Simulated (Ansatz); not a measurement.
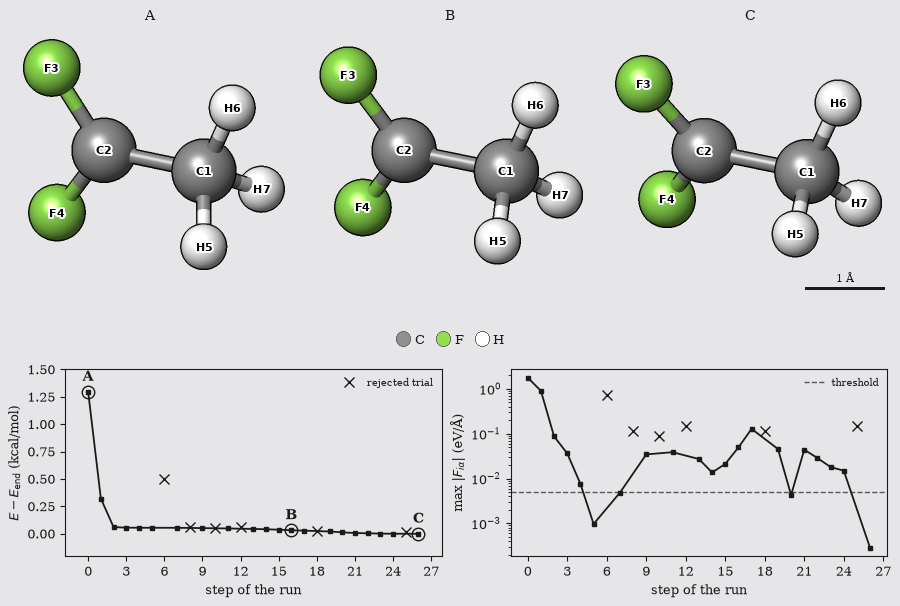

Frames of a relaxation of C$_{2}$H$_{3}$F$_{2}$ (charge +1), marked on the history of the run. Style: ball-and-stick. Shown from a free direction.

These are results of Ansatz 0.2.0, RKS PBE0-D4/def2-TZVP, not measurements.

Input
```yaml
crystal:
  periodic: [false, false, false]
  atoms:
    - {symbol: C, position_ang: [-0.306500, 0.548160, -0.089410]}
    - {symbol: C, position_ang: [0.405260, -0.647980, 0.155900]}
    - {symbol: F, position_ang: [1.291120, -0.771440, 1.050660]}
    - {symbol: F, position_ang: [0.221900, -1.716980, -0.501430]}
    - {symbol: H, position_ang: [-0.191790, 0.862100, -1.144900]}
    - {symbol: H, position_ang: [-0.021970, 1.357510, 0.586750]}
    - {symbol: H, position_ang: [-1.398020, 0.368630, -0.057560]}
basis:
  gaussian: {orbitals: def2-TZVP}
total_charge: 1
hamiltonian: {xc: pbe0, dispersion: d4}
relax: {f_tol: 0.005, max_steps: 200}
```

Run as
```bash
ansatz run in.yaml --threads 2 --pin off --events-out ev --progress --plain --max-ram 4352MiB
```

Q: What happens along the run?

A: The largest move after the best rigid fit is that of F3, 0.33 Å. Largest moves by element: F 0.33 Å, H 0.27 Å, C 0.05 Å. Among the contacts that change: C1–C2 1.413 → 1.438 Å, C2–F3 1.265 → 1.246 Å, C1–H7 1.107 → 1.091 Å. Among the angles between lasting bonds that change: H5–C1–H7 100.1° → 107.4°, C2–C1–H5 110.7° → 105.4°, H6–C1–H7 111.1° → 114.2°. Groups turn about C1–C2 by about 30°. After 20 accepted moves (26 points after the start) the energy has fallen by 1.30 kcal/mol. The largest force component goes from 1.8 to 0.00028 eV/Å. The line search rejected the trial steps at points 6, 8, 10, 12, 18, 25 of the run. The forces were under the threshold at step 5, but the run went on from there. From step 0 to 16: F3 moves most (0.15 Å), energy −1.26 kcal/mol. From step 16 to 26: F3 moves most (0.17 Å), energy −0.03 kcal/mol.

```json
{"step": "0", "E − E(0), kcal/mol": "0.00", "largest force component, eV/Å": "1.7837", "note": ""}
{"step": "1", "E − E(0), kcal/mol": "-0.97", "largest force component, eV/Å": "0.9053", "note": ""}
{"step": "2", "E − E(0), kcal/mol": "-1.23", "largest force component, eV/Å": "0.0871", "note": ""}
{"step": "3", "E − E(0), kcal/mol": "-1.24", "largest force component, eV/Å": "0.0364", "note": ""}
{"step": "4", "E − E(0), kcal/mol": "-1.24", "largest force component, eV/Å": "0.0076", "note": ""}
{"step": "5", "E − E(0), kcal/mol": "-1.24", "largest force component, eV/Å": "0.0010", "note": ""}
{"step": "6", "E − E(0), kcal/mol": "-0.79", "largest force component, eV/Å": "0.7217", "note": "rejected"}
{"step": "7", "E − E(0), kcal/mol": "-1.24", "largest force component, eV/Å": "0.0048", "note": ""}
{"step": "8", "E − E(0), kcal/mol": "-1.23", "largest force component, eV/Å": "0.1157", "note": "rejected"}
{"step": "9", "E − E(0), kcal/mol": "-1.24", "largest force component, eV/Å": "0.0346", "note": ""}
{"step": "10", "E − E(0), kcal/mol": "-1.24", "largest force component, eV/Å": "0.0908", "note": "rejected"}
{"step": "11", "E − E(0), kcal/mol": "-1.25", "largest force component, eV/Å": "0.0388", "note": ""}
{"step": "12", "E − E(0), kcal/mol": "-1.23", "largest force component, eV/Å": "0.1495", "note": "rejected"}
{"step": "13", "E − E(0), kcal/mol": "-1.25", "largest force component, eV/Å": "0.0273", "note": ""}
{"step": "14", "E − E(0), kcal/mol": "-1.25", "largest force component, eV/Å": "0.0137", "note": ""}
{"step": "15", "E − E(0), kcal/mol": "-1.26", "largest force component, eV/Å": "0.0212", "note": ""}
{"step": "16", "E − E(0), kcal/mol": "-1.26", "largest force component, eV/Å": "0.0495", "note": ""}
{"step": "17", "E − E(0), kcal/mol": "-1.27", "largest force component, eV/Å": "0.1284", "note": ""}
{"step": "18", "E − E(0), kcal/mol": "-1.27", "largest force component, eV/Å": "0.1126", "note": "rejected"}
{"step": "19", "E − E(0), kcal/mol": "-1.28", "largest force component, eV/Å": "0.0457", "note": ""}
{"step": "20", "E − E(0), kcal/mol": "-1.28", "largest force component, eV/Å": "0.0043", "note": ""}
{"step": "21", "E − E(0), kcal/mol": "-1.29", "largest force component, eV/Å": "0.0441", "note": ""}
{"step": "22", "E − E(0), kcal/mol": "-1.29", "largest force component, eV/Å": "0.0287", "note": ""}
{"step": "23", "E − E(0), kcal/mol": "-1.29", "largest force component, eV/Å": "0.0181", "note": ""}
{"step": "24", "E − E(0), kcal/mol": "-1.30", "largest force component, eV/Å": "0.0150", "note": ""}
{"step": "25", "E − E(0), kcal/mol": "-1.28", "largest force component, eV/Å": "0.1497", "note": "rejected"}
{"step": "26", "E − E(0), kcal/mol": "-1.30", "largest force component, eV/Å": "0.0003", "note": ""}
```
